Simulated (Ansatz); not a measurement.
# Molecular dynamics of HfH$_{3}$O$_{3}$F (part 5 of 5)

HfH$_{3}$O$_{3}$F; UKS PBE-D4/def2-SVP (Ansatz 0.2.0). It belongs to a series of runs on one base structure; here: dynamics from the highest image of the converged band.

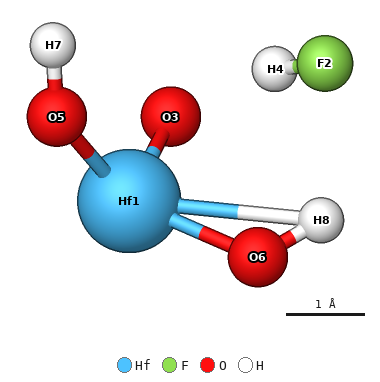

Figure 1. The geometry at step 178 of the log (ball-and-stick view, seen at a tilt; atoms are numbered from 1 in the order of the input).

### Trajectory as extended XYZ, continued
```
8
Properties=species:S:1:pos:R:3:forces:R:3 step=153 time_fs=76.5 energy=-10202.77546 temperature=73.8
Hf   -0.9580    0.7104    0.2123   -0.2663   0.5236   0.6864
F     0.9151   -1.5733   -0.6300    0.0311  -0.0318   0.1406
O    -0.8757   -0.0285   -1.4260    0.1281  -0.3670  -0.4601
H     0.2324   -1.0530   -1.1126   -0.0327  -0.0884  -0.2654
O     0.4584    2.0406    0.3657    0.6207   0.1308  -0.0927
O    -0.7175   -0.7339    1.5149   -0.0122  -0.0635  -0.1766
H     1.3644    2.2404    0.0463   -0.5480  -0.1137   0.1246
H    -0.2991   -1.5524    1.1722    0.0793   0.0101   0.0433
8
Properties=species:S:1:pos:R:3:forces:R:3 step=155 time_fs=77.5 energy=-10202.78081 temperature=80.7
Hf   -0.9582    0.7112    0.2126   -0.2820   0.3512   0.5501
F     0.9144   -1.5752   -0.6298    0.0570  -0.0581   0.1320
O    -0.8726   -0.0307   -1.4283    0.1064  -0.2906  -0.3293
H     0.2355   -1.0617   -1.1229   -0.0565  -0.0493  -0.2356
O     0.4562    2.0395    0.3654    0.5050   0.1323  -0.0361
O    -0.7147   -0.7363    1.5141   -0.1999   0.3203  -0.0608
H     1.3576    2.2378    0.0432   -0.3854  -0.0735   0.0730
H    -0.3058   -1.5491    1.1710    0.2554  -0.3322  -0.0933
8
Properties=species:S:1:pos:R:3:forces:R:3 step=157 time_fs=78.5 energy=-10202.78452 temperature=85.5
Hf   -0.9584    0.7119    0.2130   -0.2914   0.1741   0.4094
F     0.9137   -1.5771   -0.6296    0.0497  -0.0620   0.0974
O    -0.8694   -0.0330   -1.4308    0.0860  -0.2141  -0.1960
H     0.2382   -1.0709   -1.1355   -0.0511  -0.0289  -0.1758
O     0.4543    2.0385    0.3651    0.2018   0.0883   0.0862
O    -0.7120   -0.7385    1.5132   -0.3074   0.5489  -0.0024
H     1.3472    2.2347    0.0408   -0.0380   0.0087  -0.0456
H    -0.3100   -1.5490    1.1689    0.3505  -0.5150  -0.1733
8
Properties=species:S:1:pos:R:3:forces:R:3 step=160 time_fs=80.0 energy=-10202.78800 temperature=90.0
Hf   -0.9588    0.7131    0.2137   -0.3011  -0.0943   0.1967
F     0.9128   -1.5801   -0.6292   -0.0087  -0.0389   0.0043
O    -0.8646   -0.0367   -1.4347    0.0588  -0.1054  -0.0018
H     0.2413   -1.0852   -1.1572   -0.0012  -0.0242  -0.0387
O     0.4516    2.0371    0.3647   -0.2436   0.0254   0.2728
O    -0.7084   -0.7412    1.5119   -0.2306   0.4006  -0.1022
H     1.3321    2.2303    0.0359    0.4721   0.1285  -0.2268
H    -0.3103   -1.5575    1.1629    0.2543  -0.2917  -0.1043
8
Properties=species:S:1:pos:R:3:forces:R:3 step=162 time_fs=81.0 energy=-10202.78855 temperature=90.6
Hf   -0.9591    0.7139    0.2141   -0.3091  -0.2704   0.0551
F     0.9122   -1.5822   -0.6290   -0.0570  -0.0203  -0.0697
O    -0.8613   -0.0393   -1.4373    0.0420  -0.0372   0.1211
H     0.2433   -1.0950   -1.1723    0.0404  -0.0249   0.0665
O     0.4497    2.0362    0.3647   -0.2596   0.0508   0.2998
O    -0.7061   -0.7426    1.5109   -0.0800   0.0880  -0.2483
H     1.3270    2.2287    0.0302    0.5318   0.1436  -0.2486
H    -0.3073   -1.5670    1.1575    0.0914   0.0705   0.0242
8
Properties=species:S:1:pos:R:3:forces:R:3 step=164 time_fs=82.0 energy=-10202.78639 temperature=87.9
Hf   -0.9593    0.7146    0.2146   -0.3197  -0.4396  -0.0859
F     0.9115   -1.5842   -0.6287   -0.0928  -0.0114  -0.1367
O    -0.8580   -0.0419   -1.4398    0.0244   0.0295   0.2393
H     0.2456   -1.1051   -1.1868    0.0718  -0.0185   0.1639
O     0.4476    2.0354    0.3649    0.0120   0.1442   0.2191
O    -0.7039   -0.7441    1.5098    0.0570  -0.1990  -0.3799
H     1.3267    2.2285    0.0222    0.3039   0.0924  -0.1613
H    -0.3034   -1.5759    1.1523   -0.0566   0.4023   0.1416
8
Properties=species:S:1:pos:R:3:forces:R:3 step=166 time_fs=83.0 energy=-10202.78126 temperature=81.3
Hf   -0.9596    0.7154    0.2150   -0.3315  -0.5968  -0.2255
F     0.9108   -1.5862   -0.6285   -0.1032  -0.0192  -0.1834
O    -0.8546   -0.0444   -1.4422    0.0043   0.0975   0.3546
H     0.2487   -1.1153   -1.1998    0.0825   0.0006   0.2382
O     0.4455    2.0346    0.3651    0.4276   0.2704   0.0778
O    -0.7017   -0.7456    1.5085    0.1214  -0.3301  -0.4463
H     1.3292    2.2292    0.0127   -0.0708   0.0069  -0.0128
H    -0.3001   -1.5810    1.1485   -0.1303   0.5705   0.1975
8
Properties=species:S:1:pos:R:3:forces:R:3 step=169 time_fs=84.5 energy=-10202.77354 temperature=71.4
Hf   -0.9601    0.7164    0.2156   -0.3464  -0.7993  -0.4261
F     0.9097   -1.5893   -0.6285   -0.0572  -0.0683  -0.1961
O    -0.8496   -0.0482   -1.4454   -0.0316   0.2044   0.5233
H     0.2547   -1.1305   -1.2148    0.0480   0.0571   0.2837
O     0.4430    2.0337    0.3656    0.8909   0.4149  -0.0882
O    -0.6982   -0.7483    1.5060    0.0374  -0.1355  -0.3859
H     1.3309    2.2301   -0.0014   -0.4843  -0.0882   0.1618
H    -0.2972   -1.5788    1.1461   -0.0570   0.4150   0.1276
8
Properties=species:S:1:pos:R:3:forces:R:3 step=171 time_fs=85.5 energy=-10202.77072 temperature=67.7
Hf   -0.9604    0.7171    0.2160   -0.3516  -0.9070  -0.5476
F     0.9089   -1.5914   -0.6285    0.0129  -0.1244  -0.1626
O    -0.8463   -0.0505   -1.4471   -0.0579   0.2768   0.6298
H     0.2593   -1.1401   -1.2215   -0.0082   0.1113   0.2658
O     0.4419    2.0334    0.3659    0.9182   0.4367  -0.0962
O    -0.6959   -0.7502    1.5041   -0.1162   0.2028  -0.2586
H     1.3268    2.2297   -0.0091   -0.4892  -0.0892   0.1722
H    -0.2960   -1.5721    1.1462    0.0920   0.0930  -0.0028
8
Properties=species:S:1:pos:R:3:forces:R:3 step=173 time_fs=86.5 energy=-10202.76722 temperature=63.2
Hf   -0.9608    0.7177    0.2164   -0.3526  -0.9913  -0.6534
F     0.9081   -1.5936   -0.6287    0.1032  -0.1923  -0.1030
O    -0.8430   -0.0527   -1.4485   -0.0835   0.3452   0.7258
H     0.2638   -1.1486   -1.2257   -0.0825   0.1728   0.2177
O     0.4414    2.0334    0.3661    0.7060   0.3949  -0.0089
O    -0.6936   -0.7519    1.5020   -0.2843   0.5674  -0.1164
H     1.3181    2.2286   -0.0152   -0.2636  -0.0366   0.0846
H    -0.2940   -1.5645    1.1462    0.2572  -0.2600  -0.1463
8
Properties=species:S:1:pos:R:3:forces:R:3 step=175 time_fs=87.5 energy=-10202.76214 temperature=56.7
Hf   -0.9612    0.7182    0.2167   -0.3499  -1.0526  -0.7388
F     0.9073   -1.5958   -0.6289    0.1952  -0.2609  -0.0341
O    -0.8398   -0.0547   -1.4494   -0.1056   0.4041   0.8048
H     0.2675   -1.1554   -1.2278   -0.1592   0.2320   0.1574
O     0.4413    2.0336    0.3663    0.3475   0.3126   0.1420
O    -0.6915   -0.7534    1.4998   -0.3839   0.7829  -0.0299
H     1.3070    2.2271   -0.0206    0.1005   0.0484  -0.0687
H    -0.2896   -1.5594    1.1448    0.3554  -0.4663  -0.2328
8
Properties=species:S:1:pos:R:3:forces:R:3 step=178 time_fs=89.0 energy=-10202.75916 temperature=52.9
Hf   -0.9617    0.7189    0.2171   -0.3418  -1.1051  -0.8214
F     0.9064   -1.5994   -0.6292    0.2852  -0.3323   0.0373
O    -0.8351   -0.0572   -1.4499   -0.1276   0.4634   0.8795
H     0.2701   -1.1613   -1.2283   -0.2335   0.2882   0.0957
O     0.4414    2.0343    0.3668   -0.0724   0.2108   0.3256
O    -0.6887   -0.7546    1.4965   -0.2939   0.6128  -0.0945
H     1.2932    2.2260   -0.0303    0.5184   0.1460  -0.2564
H    -0.2767   -1.5596    1.1388    0.2655  -0.2837  -0.1659
8
Properties=species:S:1:pos:R:3:forces:R:3 step=180 time_fs=90.0 energy=-10202.76277 temperature=57.5
Hf   -0.9622    0.7193    0.2174   -0.3342  -1.1154  -0.8441
F     0.9060   -1.6021   -0.6294    0.2871  -0.3404   0.0380
O    -0.8321   -0.0585   -1.4495   -0.1336   0.4803   0.8962
H     0.2692   -1.1619   -1.2273   -0.2315   0.2883   0.1002
O     0.4416    2.0349    0.3674   -0.0416   0.2150   0.3090
O    -0.6871   -0.7550    1.4942   -0.1178   0.2745  -0.2265
H     1.2895    2.2268   -0.0395    0.4806   0.1363  -0.2413
H    -0.2648   -1.5635    1.1326    0.0910   0.0613  -0.0315
8
Properties=species:S:1:pos:R:3:forces:R:3 step=182 time_fs=91.0 energy=-10202.76718 temperature=63.1
Hf   -0.9626    0.7197    0.2176   -0.3240  -1.1053  -0.8416
F     0.9057   -1.6049   -0.6296    0.2397  -0.3128  -0.0008
O    -0.8291   -0.0595   -1.4486   -0.1337   0.4804   0.8880
H     0.2660   -1.1598   -1.2254   -0.1850   0.2555   0.1424
O     0.4416    2.0357    0.3681    0.2312   0.2758   0.1725
O    -0.6856   -0.7552    1.4918    0.0564  -0.0482  -0.3506
H     1.2903    2.2289   -0.0510    0.1955   0.0671  -0.1052
H    -0.2520   -1.5668    1.1262   -0.0802   0.3874   0.0953
8
Properties=species:S:1:pos:R:3:forces:R:3 step=184 time_fs=92.0 energy=-10202.77035 temperature=67.3
Hf   -0.9631    0.7199    0.2177   -0.3100  -1.0729  -0.8158
F     0.9055   -1.6078   -0.6298    0.1582  -0.2577  -0.0633
O    -0.8262   -0.0603   -1.4472   -0.1294   0.4676   0.8592
H     0.2611   -1.1552   -1.2222   -0.1071   0.1973   0.2053
O     0.4419    2.0366    0.3690    0.5753   0.3513  -0.0109
O    -0.6840   -0.7555    1.4892    0.1601  -0.2245  -0.4136
H     1.2929    2.2317   -0.0635   -0.1680  -0.0224   0.0777
H    -0.2400   -1.5665    1.1206   -0.1789   0.5612   0.1613
8
Properties=species:S:1:pos:R:3:forces:R:3 step=187 time_fs=93.5 energy=-10202.77936 temperature=78.9
Hf   -0.9638    0.7202    0.2178   -0.2817  -0.9780  -0.7400
F     0.9054   -1.6125   -0.6302    0.0239  -0.1566  -0.1511
O    -0.8220   -0.0609   -1.4441   -0.1195   0.4346   0.7884
H     0.2521   -1.1450   -1.2134    0.0226   0.0908   0.2846
O     0.4429    2.0384    0.3702    0.8448   0.3951  -0.1883
O    -0.6815   -0.7561    1.4848    0.1200  -0.1176  -0.3515
H     1.2931    2.2352   -0.0804   -0.4828  -0.1034   0.2508
H    -0.2250   -1.5562    1.1150   -0.1272   0.4352   0.1069
8
Properties=species:S:1:pos:R:3:forces:R:3 step=189 time_fs=94.5 energy=-10202.78994 temperature=92.5
Hf   -0.9643    0.7204    0.2178   -0.2606  -0.8832  -0.6694
F     0.9054   -1.6157   -0.6305   -0.0415  -0.0999  -0.1777
O    -0.8193   -0.0609   -1.4414   -0.1126   0.4086   0.7281
H     0.2462   -1.1370   -1.2042    0.0896   0.0258   0.2983
O     0.4442    2.0399    0.3709    0.7396   0.3464  -0.1706
O    -0.6798   -0.7565    1.4816   -0.0214   0.1514  -0.2218
H     1.2879    2.2365   -0.0889   -0.4181  -0.0913   0.2268
H    -0.2166   -1.5439    1.1127    0.0251   0.1422  -0.0138
8
Properties=species:S:1:pos:R:3:forces:R:3 step=191 time_fs=95.5 energy=-10202.79922 temperature=104.4
Hf   -0.9648    0.7205    0.2178   -0.2417  -0.7651  -0.5858
F     0.9053   -1.6190   -0.6309   -0.0712  -0.0663  -0.1670
O    -0.8167   -0.0607   -1.4383   -0.1058   0.3808   0.6587
H     0.2411   -1.1287   -1.1922    0.1258  -0.0229   0.2694
O     0.4459    2.0416    0.3715    0.4291   0.2413  -0.0435
O    -0.6780   -0.7569    1.4783   -0.1902   0.4522  -0.0711
H     1.2788    2.2368   -0.0953   -0.1536  -0.0298   0.0909
H    -0.2080   -1.5303    1.1102    0.2076  -0.1902  -0.1517
8
Properties=species:S:1:pos:R:3:forces:R:3 step=193 time_fs=96.5 energy=-10202.80458 temperature=111.4
Hf   -0.9653    0.7205    0.2178   -0.2288  -0.6272  -0.4911
F     0.9052   -1.6223   -0.6314   -0.0605  -0.0625  -0.1189
O    -0.8141   -0.0603   -1.4348   -0.0980   0.3494   0.5789
H     0.2372   -1.1207   -1.1777    0.1262  -0.0493   0.1998
O     0.4479    2.0434    0.3721    0.0303   0.1111   0.1398
O    -0.6764   -0.7571    1.4749   -0.2951   0.6293   0.0336
H     1.2683    2.2370   -0.1009    0.1972   0.0539  -0.1023
H    -0.1974   -1.5185    1.1062    0.3287  -0.4047  -0.2399
8
Properties=species:S:1:pos:R:3:forces:R:3 step=196 time_fs=98.0 energy=-10202.81267 temperature=121.8
Hf   -0.9661    0.7205    0.2177   -0.2256  -0.3938  -0.3299
F     0.9049   -1.6274   -0.6322    0.0185  -0.1099   0.0041
O    -0.8104   -0.0593   -1.4289   -0.0817   0.2900   0.4348
H     0.2335   -1.1094   -1.1527    0.0682  -0.0473   0.0424
O     0.4509    2.0462    0.3731   -0.3444  -0.0281   0.3080
O    -0.6742   -0.7566    1.4699   -0.1875   0.4605   0.0067
H     1.2568    2.2383   -0.1115    0.5030   0.1268  -0.2834
H    -0.1758   -1.5077    1.0962    0.2493  -0.2983  -0.1827
8
Properties=species:S:1:pos:R:3:forces:R:3 step=198 time_fs=99.0 energy=-10202.81928 temperature=130.2
Hf   -0.9667    0.7205    0.2176   -0.2331  -0.2268  -0.2105
F     0.9048   -1.6308   -0.6328    0.0896  -0.1603   0.0971
O    -0.8079   -0.0584   -1.4247   -0.0664   0.2393   0.3206
H     0.2319   -1.1025   -1.1352    0.0109  -0.0298  -0.0725
O     0.4527    2.0481    0.3740   -0.2727  -0.0373   0.2386
O    -0.6729   -0.7559    1.4666    0.0308   0.1351  -0.1063
H     1.2548    2.2406   -0.1217    0.3893   0.0970  -0.2198
H    -0.1582   -1.5043    1.0872    0.0516  -0.0171  -0.0472
8
Properties=species:S:1:pos:R:3:forces:R:3 step=200 time_fs=100.0 energy=-10202.82094 temperature=132.3
Hf   -0.9672    0.7205    0.2175   -0.2445  -0.0540  -0.0824
F     0.9047   -1.6343   -0.6333    0.1486  -0.2035   0.1770
O    -0.8055   -0.0574   -1.4202   -0.0478   0.1800   0.1931
H     0.2304   -1.0959   -1.1185   -0.0364  -0.0173  -0.1728
O     0.4543    2.0500    0.3751   -0.0063   0.0053   0.0472
O    -0.6716   -0.7551    1.4632    0.2637  -0.1932  -0.2221
H     1.2563    2.2438   -0.1340    0.0826   0.0181  -0.0324
H    -0.1402   -1.5011    1.0777   -0.1599   0.2645   0.0924
```

The run was set up as follows.

### The input
```yaml
crystal:
  periodic: [false, false, false]
  atoms:
    - { symbol: Hf, position_ang: [-0.953341, 0.703408, 0.213166] }
    - { symbol: F, position_ang: [0.941781, -1.414412, -0.61307] }
    - { symbol: O, position_ang: [-0.941347, -0.05495, -1.437831] }
    - { symbol: H, position_ang: [0.225181, -1.023694, -1.176727] }
    - { symbol: O, position_ang: [0.538554, 1.963599, 0.338052] }
    - { symbol: O, position_ang: [-0.811507, -0.734852, 1.532994] }
    - { symbol: H, position_ang: [1.348521, 2.127694, -0.171726] }
    - { symbol: H, position_ang: [-0.347842, -1.566793, 1.315041] }
magnetization:
  spin_polarized: true
basis:
  gaussian: { orbitals: def2-SVP }
hamiltonian:
  xc: pbe
  dispersion: d4
md:
  timestep: 0.5
  n_steps: 200
  ensemble: nve
  temperature: 100.0
  initial_velocities: maxwell_boltzmann
  seed: 7269
```

Launched with:
```bash
ansatz run input.yaml --threads 4 --pin off --max-ram 5120MiB --backend cpu --events-out ev --progress --plain --runs-dir out
```

### Summary

- outcome: finished
- mean temperature over the second half: 68 K
- trajectory: 200 steps, 100 fs
- ensemble: nve
- temperature in the input: 100.0 K
- time step: 0.5 fs
- potential energy (last step): −10202.8210 eV
- mean-field energy (last step): −10202.6631 eV
- largest force (length of the vector) (last step): 0.395 eV/Å
- hardware: 4 threads of Arm Neoverse N1, 16 GiB of memory available, shared host
- wall time: 11 min (CPU time 41 min)
- peak memory: 0.2 GiB

### Remarks

So short a trajectory is not equilibrated.
